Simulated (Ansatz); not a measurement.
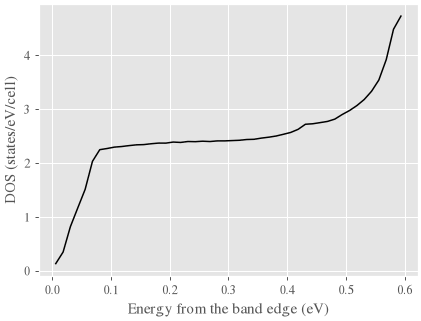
Fig. 1. Density of states of La$_{2}$O$_{3}$ (P-3m1) above the conduction band minimum, PBEsol, rigid bands run with Ansatz (an electronic-structure program); cell volume 79.8 Å³.

Question: What effective density of states at 300 K does this give (∫ g(E) exp(−E/k_BT) dE, both spins, divided by the cell's size)?

Answer: 2.0e20 cm⁻³, a density-of-states mass of 4.0 mₑ, valleys and band degeneracy included.

Spin-orbit coupling is left out. Geometry: cell and atoms relaxed with PBEsol.
